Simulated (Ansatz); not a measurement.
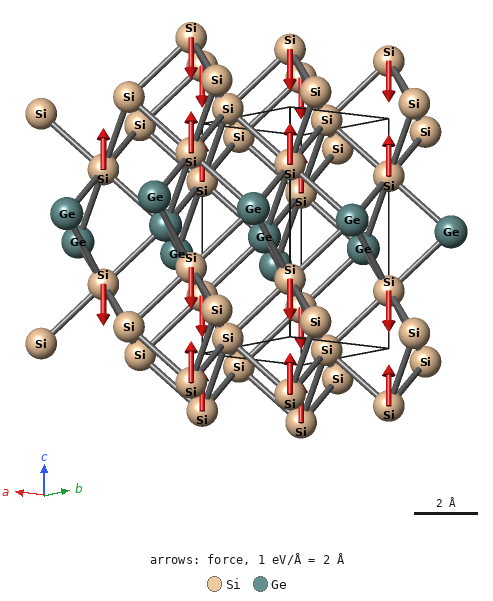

Starting geometry of solid Si3Ge (a generated structure, set up in P-6m2) (coarse preliminary run) with the computed forces as red arrows. A ball-and-stick model of the cell of the calculation, repeated 2 × 1 × 1 with one cell outlined, seen from a free direction.

Level of theory: DFT PBE, scalar-relativistic, plane waves, PAW (Ansatz 0.2.0). Set-up: plane-wave cutoff 420 eV; k-point mesh 6 × 6 × 2; occupations gaussian; smearing width 0.1 eV; no spin polarisation; cell and atoms relaxed; force threshold 0.04 eV/Å; at most 70 steps.

Q: Is this structure relaxed? If not, where do the atoms go?

A: It isn't relaxed: the largest force vector, on Si atoms, is 0.70 eV/Å. The atoms end up moving mostly along the starting forces (cosine between the two patterns 1.00). The energy falls by 1.364 eV per cell of the calculation in 8 accepted moves (11 points after the start). The largest force component goes from 0.7 to 0.0089 eV/Å. The pressure goes from −10.12 to −0.03 GPa. The line search rejected the trial steps at points 6, 8 of the run. At 1 point the geometry stayed and the basis and grid were re-selected for the new cell (energy shift of 0.1 meV per cell of the calculation at most each time). The largest moves relative to the cell, 0.084 Å, are those of Si atoms. Ge stays in place. Cell: a = b 3.483 → 3.648 Å (+4.7 %), c 7.663 → 5.961 Å (−22.2 %). Volume −14.7 %. Some distances before and after: Si–Si 3.832 → 2.813 Å, Si–Si 2.777 → 2.532 Å, Ge–Si 2.777 → 2.629 Å. Bond angles that change, for instance: Si–Si–Si 87.2° → 67.5°, Si–Si–Si 77.7° → 92.1°, Si–Ge–Si 87.2° → 73.6°. The space group stays P-6m2 (No. 187).

Limits of the set-up: the k-point mesh is coarse for a cell with partly filled bands.
